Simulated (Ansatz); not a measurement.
# Ga4SeS: a trial structure relaxed, part 2 of 2

Aim: relax a trial structure of Ga4SeS and see where it ends.

Ansatz 0.2.0; DFT PBE, scalar-relativistic, plane waves, PAW. The steps go on from the part before.

## (4) Relaxation on the finer mesh

The end of the coarse run is made exact in the group found at a tolerance of 0.06 Å and reduced to its primitive cell.

Contents of input.yaml:

```yaml
crystal:
  lattice:
    - [0.0, 4.6268246704, 4.6268246704]
    - [4.6268246704, 0.0, 4.6268246704]
    - [4.6268246704, 4.6268246704, 0.0]
  atoms:
    - { symbol: Ga, position: [0.8985317054, 0.3044048839, 0.8985317054] }
    - { symbol: Ga, position: [0.8985317054, 0.8985317054, 0.8985317054] }
    - { symbol: Ga, position: [0.3044048839, 0.8985317054, 0.8985317054] }
    - { symbol: Ga, position: [0.8985317054, 0.8985317054, 0.3044048839] }
    - { symbol: Se, position: [0.25, 0.25, 0.25] }
    - { symbol: S, position: [0.75, 0.75, 0.75] }
basis:
  ecutwfc: 420
kpoints:
  mp_grid: { grid: [6, 6, 6] }
hamiltonian:
  xc: pbe
scf:
  occupations: { method: gaussian, width: 0.02 }
output:
  forces: true
  stress: true
  eigenvalues: true
  write_density: true
  write_potential: true
  elf: true
  volumetric_format: npy
relax:
  adjacent_minimum: "off"
  f_tol: 0.01
  max_steps: 80
  cell: { stress_tol: 0.05 }
```

Started as:

```
ansatz run input.yaml --threads 1 --pin off --max-ram 2560MiB --backend cpu --events-out ev --progress --plain --runs-dir out
```

The log of the run:

```text
Warning: RAYON_NUM_THREADS=1 ignored (pool sized by the plan → 1); use --threads N
Engine: ansatz 0.2.0, x86_64-unknown-linux-gnu
Pseudopotentials: kind: paw
Pseudopotential: Ga, paw, valence charge 13, recommended cutoff 420 eV (normal), Ga.paw.azcp
Pseudopotential: Se, paw, valence charge 16, recommended cutoff 420 eV (normal), Se.paw.azcp
Pseudopotential: S, paw, valence charge 6, recommended cutoff 420 eV (normal), S.paw.azcp
Functional definition: PBE
  parameter kappa = 0.804
  parameter beta = 0.06672455060314922
  exchange = pbe_x(kappa = kappa, mu = beta*pi^2/3)
  correlation = pbe_c(beta = beta)
Crystal: 6 atoms, lattice volume = 198.098 Å³
Basis set: ecut = 420 eV, 3839 PW (Γ), exchange–correlation on 90×90×90 points (8 copies of the dense FFT grid, shifted against one another)
Bands: 45, of which v1, the nominal top of the filled ones, is band 37 counted from 1 (36 counted from 0)
Symmetry: 24 space group operations
Space group: F-43m (ITA 216), of the structure as read, at distance tolerance 5.8e-5 Å
k-points: 16 of 216 (time reversal used)
Non-local potential: Ga, projectors of the file, l = 0: 2, l = 1: 2, l = 2: 3, l = 3: 1
Non-local potential: Se, projectors of the file, l = 0: 2, l = 1: 2, l = 2: 3, l = 3: 1
Non-local potential: S, projectors of the file, l = 0: 2, l = 1: 2, l = 2: 2
PAW form: soft (Blöchl's): semilocal exchange-correlation on the pseudo side does not see the compensation charge
PAW one-centre angular grid: Ga, 590 points (default); XC on 64 Gauss nodes
PAW one-centre angular grid: Se, 590 points (default); XC on 64 Gauss nodes
PAW one-centre angular grid: S, 110 points (default); XC on 64 Gauss nodes
Initial density: superposition of atomic densities (neutral atoms: chi_scale 0, normalization atom), corrected by the library's trained network
Initial wavefunctions: pseudopotential atomic-orbital guess
Functional: x = pbe(κ = 0.804, μ = 0.2195149727645171), c = pbe(β = 0.06672455060314922)
SCF iter   1: F=—  HF=-21502.032312 eV  |F-HF|=—  |Δ(HF+E_count)|=         —  Δρ=9.74e-3  dr2=6.63e-1  ethr=1.77e-3  ⟨swp⟩=6.5  Hψ=3042  notcnv=0
preconditioner: auto → Resta (q_TF=auto, 2.315 Å⁻¹)  ε∞=3.3  [insulator: Δε(μ)=1.113 eV  Ē_g=13.891 eV  σ=0.020 eV  W_gap=1.00  n_scr=50 (ndim 8)  ℏωp=21.1 eV  f_vac=0.200  D(μ)=0.00/eV (n_scr^D=0)  ε∞_Penn≈3.3]
SCF iter   2: F=—  HF=-21501.921109 eV  |F-HF|=—  |Δ(HF+E_count)|=   1.11e-1  Δρ=4.08e-3  dr2=5.16e-2  ethr=8.96e-4  ⟨swp⟩=2.1  Hψ=1128  notcnv=0  defer=26
SCF iter   3: F=—  HF=-21501.910288 eV  |F-HF|=—  |Δ(HF+E_count)|=   1.08e-2  Δρ=1.50e-3  dr2=9.14e-3  ethr=6.98e-5  ⟨swp⟩=2.0  Hψ=1386  notcnv=0  defer=27
SCF iter   4: F=—  HF=-21501.909803 eV  |F-HF|=—  |Δ(HF+E_count)|=   4.85e-4  Δρ=6.64e-4  dr2=9.42e-4  ethr=1.24e-5  ⟨swp⟩=2.0  Hψ=835  notcnv=0  defer=27
SCF iter   5: F=—  HF=-21501.910063 eV  |F-HF|=—  |Δ(HF+E_count)|=   2.60e-4  Δρ=1.72e-4  dr2=6.80e-5  ethr=1.27e-6  ⟨swp⟩=2.1  Hψ=1128  notcnv=0  defer=27
SCF iter   6: F=—  HF=-21501.910117 eV  |F-HF|=—  |Δ(HF+E_count)|=   5.41e-5  Δρ=7.33e-5  dr2=1.04e-5  ethr=9.19e-8  ⟨swp⟩=2.0  Hψ=1205  notcnv=0  defer=27
SCF iter   7: F=—  HF=-21501.910138 eV  |F-HF|=—  |Δ(HF+E_count)|=   2.14e-5  Δρ=1.92e-5  dr2=1.08e-6  ethr=1.40e-8  ⟨swp⟩=3.0  Hψ=1205  notcnv=0  defer=27
SCF iter   8: F=—  HF=-21501.910140 eV  |F-HF|=—  |Δ(HF+E_count)|=   2.31e-6  Δρ=5.18e-6  dr2=1.34e-7  ethr=1.46e-9  ⟨swp⟩=2.0  Hψ=869  notcnv=0  defer=27
SCF iter   9: F=-21501.910140 eV  HF=-21501.910140 eV  |F-HF|=7.05e-9  |Δ(HF+E_count)|=   9.12e-8  Δρ=1.70e-6  dr2=1.32e-8  ethr=1.35e-10  ⟨swp⟩=13.2  Hψ=4696  notcnv=0
SCF 1 converged in 9 iterations: F = -21501.910140 eV  dr2 = 1.32e-8
relax step   1: F+E_penalty+E_count = -21501.91014048 eV  Δ(F+E_penalty+E_count) = +0.000e0 eV  max|allowed force component| = 2.526e-3 eV/Å  Δτ_max = 0.0000 Å  P = +0.364 GPa  Ω = 198.098 Å³  (9 SCF iters, dr2 threshold 1.00e-7 eV, accepted)
Crystal: 6 atoms, lattice volume = 199.554 Å³
Initial density: handed on by an earlier stage of this run
Initial wavefunctions: those handed on with the density
iter 1 solved again at ethr=1.93e-6 eV; its pass at ethr=3.10e-3 eV (dr2=1.43e-3 eV) is discarded
SCF iter   1: F=—  HF=-21501.912789 eV  |F-HF|=—  |Δ(HF+E_count)|=         —  Δρ=4.36e-4  dr2=1.44e-3  ethr=1.93e-6  ⟨swp⟩=2.9  Hψ=3202  notcnv=0
preconditioner: auto → Resta (q_TF=auto, 2.313 Å⁻¹)  ε∞=3.3  [insulator: Δε(μ)=0.744 eV  Ē_g=13.896 eV  σ=0.020 eV  W_gap=1.00  n_scr=50 (ndim 8)  ℏωp=21.0 eV  f_vac=0.204  D(μ)=0.00/eV (n_scr^D=0)  ε∞_Penn≈3.3]
SCF iter   2: F=—  HF=-21501.912506 eV  |F-HF|=—  |Δ(HF+E_count)|=   2.83e-4  Δρ=1.81e-4  dr2=1.74e-4  ethr=1.93e-6  ⟨swp⟩=2.0  Hψ=813  notcnv=0
SCF iter   3: F=—  HF=-21501.912507 eV  |F-HF|=—  |Δ(HF+E_count)|=   1.58e-6  Δρ=8.57e-5  dr2=3.65e-5  ethr=2.35e-7  ⟨swp⟩=2.0  Hψ=1312  notcnv=0
SCF iter   4: F=—  HF=-21501.912502 eV  |F-HF|=—  |Δ(HF+E_count)|=   5.25e-6  Δρ=3.84e-5  dr2=6.63e-6  ethr=4.93e-8  ⟨swp⟩=2.0  Hψ=830  notcnv=0
SCF iter   5: F=—  HF=-21501.912502 eV  |F-HF|=—  |Δ(HF+E_count)|=   2.46e-7  Δρ=1.19e-5  dr2=6.99e-7  ethr=8.96e-9  ⟨swp⟩=2.0  Hψ=822  notcnv=0
SCF iter   6: F=-21501.912503 eV  HF=-21501.912503 eV  |F-HF|=9.59e-8  |Δ(HF+E_count)|=   3.68e-7  Δρ=3.95e-6  dr2=6.74e-8  ethr=4.47e-10  ⟨swp⟩=9.9  Hψ=5532  notcnv=0
SCF 2 converged in 6 iterations: F = -21501.912503 eV  dr2 = 6.74e-8
relax step   2: F+E_penalty+E_count = -21501.91250268 eV  Δ(F+E_penalty+E_count) = -2.362e-3 eV  max|allowed force component| = 6.362e-5 eV/Å  Δτ_max = 0.0004 Å  P = +0.197 GPa  Ω = 199.554 Å³  energy of the carried Pulay correction = -1.777e-4 eV  (6 SCF iters, dr2 threshold 3.30e-7 eV, accepted)
Crystal: 6 atoms, lattice volume = 201.326 Å³
iter 1 solved again at ethr=2.90e-6 eV; its pass at ethr=3.10e-3 eV (dr2=2.14e-3 eV) is discarded
SCF iter   1: F=—  HF=-21501.913855 eV  |F-HF|=—  |Δ(HF+E_count)|=         —  Δρ=5.39e-4  dr2=2.17e-3  ethr=2.90e-6  ⟨swp⟩=2.8  Hψ=3208  notcnv=0
preconditioner: auto → Resta (q_TF=auto, 2.309 Å⁻¹)  ε∞=3.3  [insulator: Δε(μ)=0.757 eV  Ē_g=13.874 eV  σ=0.020 eV  W_gap=1.00  n_scr=50 (ndim 8)  ℏωp=20.9 eV  f_vac=0.206  D(μ)=0.00/eV (n_scr^D=0)  ε∞_Penn≈3.3]
SCF iter   2: F=—  HF=-21501.913416 eV  |F-HF|=—  |Δ(HF+E_count)|=   4.39e-4  Δρ=2.21e-4  dr2=2.58e-4  ethr=2.90e-6  ⟨swp⟩=2.0  Hψ=813  notcnv=0
SCF iter   3: F=—  HF=-21501.913368 eV  |F-HF|=—  |Δ(HF+E_count)|=   4.79e-5  Δρ=1.04e-4  dr2=5.40e-5  ethr=3.49e-7  ⟨swp⟩=2.0  Hψ=1312  notcnv=0
SCF iter   4: F=—  HF=-21501.913391 eV  |F-HF|=—  |Δ(HF+E_count)|=   2.22e-5  Δρ=4.76e-5  dr2=8.11e-6  ethr=7.29e-8  ⟨swp⟩=2.0  Hψ=831  notcnv=0
SCF iter   5: F=—  HF=-21501.913392 eV  |F-HF|=—  |Δ(HF+E_count)|=   1.01e-6  Δρ=1.26e-5  dr2=7.94e-7  ethr=1.10e-8  ⟨swp⟩=2.0  Hψ=816  notcnv=0
SCF iter   6: F=-21501.913392 eV  HF=-21501.913392 eV  |F-HF|=1.27e-7  |Δ(HF+E_count)|=   5.31e-7  Δρ=4.84e-6  dr2=9.70e-8  ethr=1.31e-10  ⟨swp⟩=6.4  Hψ=4682  notcnv=0
SCF 3 converged in 6 iterations: F = -21501.913392 eV  dr2 = 9.70e-8
relax step   3: F+E_penalty+E_count = -21501.91339223 eV  Δ(F+E_penalty+E_count) = -8.895e-4 eV  max|allowed force component| = 4.600e-3 eV/Å  Δτ_max = 0.0012 Å  P = +0.008 GPa  Ω = 201.326 Å³  energy of the carried Pulay correction = -3.923e-4 eV  (6 SCF iters, dr2 threshold 9.72e-8 eV, accepted)
Initial wavefunctions: pseudopotential atomic-orbital guess (no wavefunctions were taken with the density)
iter 1 solved again at ethr=1.39e-7 eV; its pass at ethr=3.10e-3 eV (dr2=1.03e-4 eV) is discarded
SCF iter   1: F=—  HF=-21501.906656 eV  |F-HF|=—  |Δ(HF+E_count)|=         —  Δρ=2.54e-4  dr2=1.19e-5  ethr=1.39e-7  ⟨swp⟩=2.9  Hψ=4642  notcnv=0
preconditioner: auto → Resta (q_TF=auto, 2.309 Å⁻¹)  ε∞=3.3  [insulator: Δε(μ)=0.745 eV  Ē_g=13.879 eV  σ=0.020 eV  W_gap=1.00  n_scr=50 (ndim 8)  ℏωp=20.9 eV  f_vac=0.205  D(μ)=0.00/eV (n_scr^D=0)  ε∞_Penn≈3.3]
SCF iter   2: F=—  HF=-21501.911273 eV  |F-HF|=—  |Δ(HF+E_count)|=   4.62e-3  Δρ=1.30e-4  dr2=3.97e-6  ethr=1.60e-8  ⟨swp⟩=2.9  Hψ=1121  notcnv=0
SCF iter   3: F=—  HF=-21501.912979 eV  |F-HF|=—  |Δ(HF+E_count)|=   1.71e-3  Δρ=6.70e-5  dr2=3.58e-7  ethr=5.36e-9  ⟨swp⟩=2.9  Hψ=1006  notcnv=0
SCF iter   4: F=—  HF=-21501.913588 eV  |F-HF|=—  |Δ(HF+E_count)|=   6.09e-4  Δρ=3.04e-5  dr2=1.30e-7  ethr=4.84e-10  ⟨swp⟩=2.9  Hψ=1411  notcnv=0
SCF iter   5: F=—  HF=-21501.913739 eV  |F-HF|=—  |Δ(HF+E_count)|=   1.51e-4  Δρ=1.40e-5  dr2=8.15e-8  ethr=1.75e-10  ⟨swp⟩=2.9  Hψ=1370  notcnv=0
SCF iter   6: F=—  HF=-21501.913774 eV  |F-HF|=—  |Δ(HF+E_count)|=   3.53e-5  Δρ=4.32e-6  dr2=2.17e-8  ethr=1.10e-10  ⟨swp⟩=2.8  Hψ=1342  notcnv=0
SCF iter   7: F=—  HF=-21501.913778 eV  |F-HF|=—  |Δ(HF+E_count)|=   3.48e-6  Δρ=1.17e-6  dr2=7.73e-9  ethr=2.93e-11  ⟨swp⟩=2.4  Hψ=1318  notcnv=0
SCF iter   8: F=—  HF=-21501.913778 eV  |F-HF|=—  |Δ(HF+E_count)|=   7.66e-8  Δρ=4.94e-7  dr2=1.94e-9  ethr=1.04e-11  ⟨swp⟩=2.0  Hψ=837  notcnv=0
SCF iter   9: F=—  HF=-21501.913778 eV  |F-HF|=—  |Δ(HF+E_count)|=   3.60e-9  Δρ=2.13e-7  dr2=2.86e-10  ethr=2.62e-12  ⟨swp⟩=2.0  Hψ=840  notcnv=0
SCF iter  10: F=-21501.913778 eV  HF=-21501.913778 eV  |F-HF|=8.37e-11  |Δ(HF+E_count)|=  3.42e-10  Δρ=3.86e-8  dr2=6.89e-12  ethr=1.00e-12  ⟨swp⟩=4.8  Hψ=3547  notcnv=0
SCF 4 converged in 10 iterations: F = -21501.913778 eV  dr2 = 6.89e-12
relax step   4: F+E_penalty+E_count = -21501.91377783 eV  Δ(F+E_penalty+E_count) = -3.856e-4 eV  max|allowed force component| = 4.594e-3 eV/Å  Δτ_max = 0.0000 Å  P = +0.006 GPa  Ω = 201.326 Å³  stress off target by 6.34e-3 GPa  SCF on the basis re-selected at this cell (its energy is not comparable with the rows above)  (10 SCF iters)
basis re-selected at this cell: Δ(F+E_penalty+E_count) = -3.856e-4 eV, ΔP = -0.001 GPa vs the last step (what re-selecting the basis moved, of the pressure what is left beyond the Pulay correction that the steps carried, after the strain that the cell walked since its last selection, with what the two solves' SCF thresholds leave and, on support functions, any second-order correction that the steps lacked; it is no measure of the basis error at this ecutwfc). This SCF's stress stands 6.34e-3 GPa from its target on what of the cell is left free (relax.cell.stress_tol is 5.00e-2 GPa) and its largest allowed force component is 4.59e-3 eV/Å (relax.f_tol is 1.00e-2 eV/Å): within both
WARN: The input density's exchange-correlation potential varies sharply where the density is thin. Do not read a vacuum level from v_tot or v_xc, or from such a field of the output density. On a cell that repeats whose density bears no net charge and no dipole along the vacuum's axis use v_es (v_loc + v_h of the components); under efield.dipole_correction with no amplitude use v_es + v_field, which holds any external_charges[].barrier, or the levels of the report's work_function block, which leave it out; under a non-zero efield.amplitude the vacuum is tilted and has no level; on a cell that repeats and bears such a dipole with no correction it is tilted too, and efield.dipole_correction with no amplitude gives each side of its ramp a level where efield: is served; in a cell that repeats whose density bears a net charge (total_charge, or a fill off its count) it is curved and has none; of a slab under crystal.periodic whose density bears no net charge use v_es, which has a level on each side, short of where the two are joined; of another it falls or rises all the way out and has none; of a slab beside external_charges read slab_vacuum_level instead, which it has where they leave it neutral. The grid or the basis barely resolves most such structure, and the values can differ between equally converged runs; as a rule a tighter scf.convergence.dr2_threshold does not remove it. Where the density itself ripples (under the LDA too) a higher basis.ecutwfc lessens it. The files hold the spikes' plane waves up to the density's cutoff. Files: v_tot and the like, and their columns of v_z.tsv (output.write_potential); v_xc and the like, and their columns of v_comp_z.tsv (output.write_potential_components); where files of the output density stand in their place, no point of their own thin density is over the threshold below, and this is of outcome.potential() and, of a run that writes arrays (npy), the arrays of these names. Measured: with its Gaussian average of σ = 0.25 Å subtracted twice, the exchange-correlation potential is over 0.1 eV at 6 of the grid points where the equally averaged density (valence and model cores) is under 1e-3 e/Å³, and 1.23 eV at the most among them, at an averaged density of 1.0e-3 e/Å³. See output.write_potential in the manual, Limitations
SCF converged after 10 iterations
Free energy (F): -21501.913778 eV
Harris-Foulkes:  -21501.913778 eV  (|F-HF|=8.37e-11)
Internal energy: -21501.913778 eV  (E = F + TS)
E sigma→0 (E₀):  -21501.913778 eV
Fermi energy:    3.708037 eV
--- Per-component energies (eV) ---
  E_band       = -932.809997
  E_kinetic    = 676.527744
  E_local      = -13302.537761  (includes V_loc(G=0)·N_el)
  E_nonlocal   = 1119.938293
  E_hartree    = 6193.111683
  E_xc         = -474.854661
  E_vxc        = -411.865728  (∫ρ·V_xc dr)
  E_paw        = -10449.279548  (= ΣΔE_a)
  E_vpaw       = -1401.094860  (= ΣTr[D̂ρ^β])
  E_aug_tail   = -0.001020  (compensation charges beyond the density's cutoff)
  E_ewald      = -5264.818508
  E_smearing   = -0.000000  (= −TS)
  E_closure    = 0.000000  (closes the sum)
  Σ components = -21501.913778   (vs F -21501.913778, Δ=0.00e0)
--- Forces (eV/Å), atoms counted from 1 ---
  atom   1  Ga    -0.00459430     0.00459430    -0.00459430
  atom   2  Ga     0.00459430     0.00459430     0.00459430
  atom   3  Ga     0.00459430    -0.00459430    -0.00459430
  atom   4  Ga    -0.00459430    -0.00459430     0.00459430
  atom   5  Se    -0.00000000    -0.00000000    -0.00000000
  atom   6  S      0.00000000    -0.00000000    -0.00000000
  max |Σ_I F_I| component: 3.95e-17 eV/Å
--- Stress (GPa, compression-positive) ---
        0.006344       0.000000       0.000000
        0.000000       0.006344       0.000000
        0.000000       0.000000       0.006344
  P = ⅓ Tr σ = 0.0063 GPa (0.063 kbar)
--- Band table (eV; the first three rows and the last of 16) ---
  k-point 0: bands = ["-42.7370", "-42.7370", "-42.7370", "-42.7369", "-42.7369", "-12.3227", "-11.8321", "-11.8321", "-11.8321", "-11.8051", "-11.8051", "-11.7099", "-11.7099", "-11.7099", "-11.6244", "-11.6244", "-11.6244", "-11.6131", "-11.6131", "-11.6130", "-11.6130", "-11.6130", "-11.5079", "-11.5079", "-11.5079", "-10.3189", "-7.3554", "-4.5467", "-2.5787", "-2.5787", "-2.5787", "0.6161", "0.6161", "0.6161", "2.8544", "2.8544", "2.8544", "4.0796", "4.0796", "4.4433", "7.0760", "7.0760", "7.0760", "8.9938", "8.9938"]
  k-point 1: bands = ["-42.7370", "-42.7370", "-42.7370", "-42.7369", "-42.7369", "-12.2957", "-11.8338", "-11.8284", "-11.8284", "-11.8034", "-11.8034", "-11.7101", "-11.7092", "-11.7092", "-11.6499", "-11.6250", "-11.6250", "-11.6245", "-11.6155", "-11.6155", "-11.6126", "-11.6126", "-11.5119", "-11.5119", "-11.5079", "-10.3029", "-7.3511", "-4.6712", "-2.6101", "-2.6101", "-2.4282", "0.6547", "0.6993", "0.6993", "2.7674", "2.7959", "2.7959", "4.3013", "4.3013", "4.8486", "6.4009", "6.8195", "6.8195", "8.5963", "8.5963"]
  k-point 2: bands = ["-42.7370", "-42.7370", "-42.7370", "-42.7369", "-42.7369", "-12.2302", "-11.8425", "-11.8217", "-11.8217", "-11.7985", "-11.7985", "-11.7298", "-11.7088", "-11.7078", "-11.7078", "-11.6267", "-11.6267", "-11.6245", "-11.6190", "-11.6190", "-11.6131", "-11.6131", "-11.5199", "-11.5199", "-11.5079", "-10.2718", "-7.3418", "-4.8861", "-2.6691", "-2.6691", "-2.1470", "0.6403", "0.8442", "0.8442", "2.8209", "2.8209", "2.9609", "4.6388", "4.6388", "5.0292", "5.8558", "6.2920", "6.2920", "7.9782", "7.9782"]
  k-point 15: bands = ["-42.7370", "-42.7370", "-42.7370", "-42.7369", "-42.7369", "-12.0877", "-11.9591", "-11.8118", "-11.8056", "-11.8014", "-11.7925", "-11.7699", "-11.7093", "-11.7062", "-11.7061", "-11.6319", "-11.6303", "-11.6267", "-11.6245", "-11.6242", "-11.6155", "-11.6129", "-11.5253", "-11.5210", "-11.5209", "-10.2384", "-7.3126", "-5.1254", "-2.8679", "-2.8124", "-1.3105", "-0.2611", "1.4310", "1.5807", "2.6901", "2.9942", "3.0236", "4.4990", "4.7745", "5.1509", "5.3475", "5.7456", "6.6958", "6.7158", "7.6504"]
--- Relaxed structure (3 steps of the walk, 3 accepted, 1 SCFs on fresh bases) ---
  F+E_penalty+E_count = -21501.91377783 eV   max|allowed force component| = 4.594e-3 eV/Å   (the final SCF, on the basis selected at the relaxed cell)
  cell:  # Å, volume = 201.3265 Å³
    - [-8.534748155100114e-34, 4.65182797211664, 4.65182797211664]
    - [4.65182797211664, 1.0955049870725519e-33, 4.65182797211664]
    - [4.65182797211664, 4.65182797211664, 1.1018742021136712e-33]
  atoms:
    - { symbol: Ga, position: [0.8984334466560492, 0.30469966003185267, 0.8984334466560491] }
    - { symbol: Ga, position: [0.8984334466560492, 0.8984334466560492, 0.8984334466560492] }
    - { symbol: Ga, position: [0.30469966003185267, 0.8984334466560492, 0.8984334466560491] }
    - { symbol: Ga, position: [0.8984334466560492, 0.8984334466560492, 0.30469966003185267] }
    - { symbol: Se, position: [0.25, 0.25, 0.25] }
    - { symbol: S, position: [0.7500000000000001, 0.7500000000000001, 0.7500000000000001] }
```

Wall time 18 s (1 thread of AMD EPYC 9R45 (Zen 5), shared host); peak memory 0.54 GiB.

The steps of the relaxation:

```
step  E - E(step 1) (eV/cell)  largest force component (eV/Å)  pressure (GPa)  volume (Å³)
   1                   0.0000                          0.0025            0.36       198.10
   2                  -0.0024                          0.0001            0.20       199.55
   3                  -0.0033                          0.0046            0.01       201.33
   4                  -0.0036                          0.0046            0.01       201.33
```

Step 1 is the start. Step 4 repeats the geometry before it on a plane-wave basis chosen anew for that cell, so its energy need not be comparable with the rows above.

Lengths and angles in the start's conventional setting:

|  | before | after | change |
| --- | --- | --- | --- |
| a (Å) | 9.254 | 9.304 | +0.5 % |
| b (Å) | 9.254 | 9.304 | +0.5 % |
| c (Å) | 9.254 | 9.304 | +0.5 % |
| volume (Å³/atom) | 33.02 | 33.55 | +1.6 % |
| shortest distance (Å) | 2.381 | 2.392 | +0.5 % |
| space group (0.01 Å) | F-43m | F-43m | same |

The run keeps the 24 symmetry operations of the start, so it could not have lowered the symmetry.

The maps below are laid out on this run's own conventional cell (a, b, c = 9.304, 9.304, 9.304 Å).

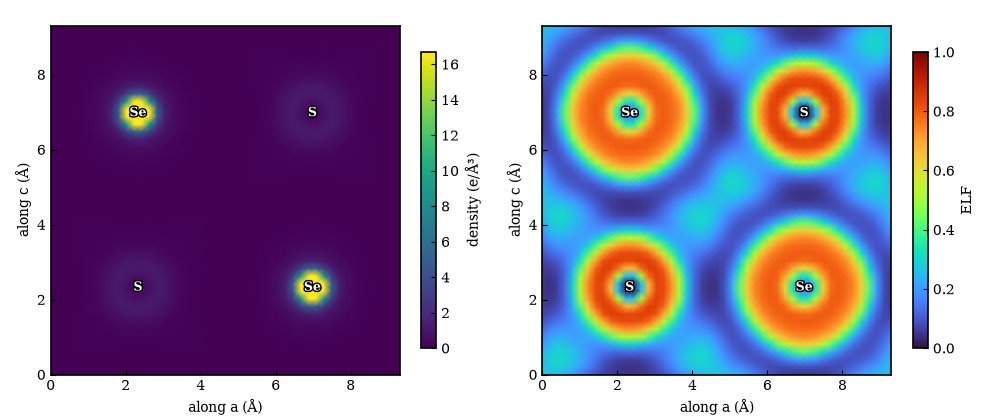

Density (left) and ELF (right) in a lattice plane of the grid's cell (edges 9.30 and 9.30 Å, at 0.250 of the third edge), which holds Se and S. Only atoms in the plane are labelled; the density scale stops at 16.69 e/Å³. Both are smooth fields of the valence electrons: close to the nuclei they are not physical.

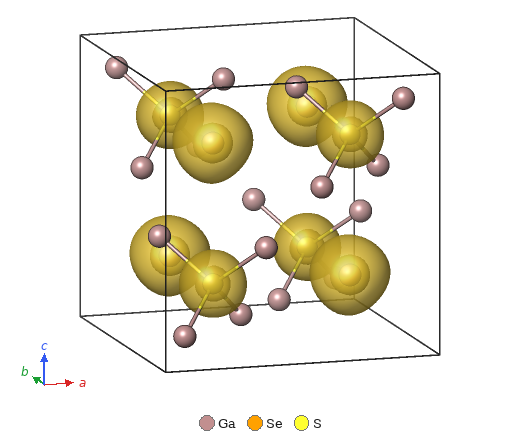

Surface of ELF = 0.74, drawn in one cell.

Maxima of ELF outside the ion cores: 0.88 in the shell around S, 0.8 Å from S; 0.80 in the shell around Se, 0.9 Å from Se; 0.51 between the atoms, 1.4 Å from Ga.

## (5) What came out

What follows sums up all 2 parts. Changes of volume or cell count from the first structure of part 1.

| quantity | value |
| --- | --- |
| symmetry at the end (tolerance 0.02 Å) | space group F-43m (No. 216) |
| conventional cell | a = 9.304 Å, b = 9.304 Å, c = 9.304 Å, α = 90.00°, β = 90.00°, γ = 90.00° |
| volume | 33.55 Å³/atom |
| energy over the elements | +0.22 eV/atom |
| gap on the mesh | 0.74 eV |

The space group F-43m (No. 216) is kept, and the volume per atom grows by 157.8 % from the first guess. With a positive formation energy it can't be a ground state. No finished test with a distortion of lower symmetry is shown, so the end may be a saddle point. Where forces pass 15 eV/Å atoms stand far too close, the PAW spheres overlap strongly and those numbers are rough.
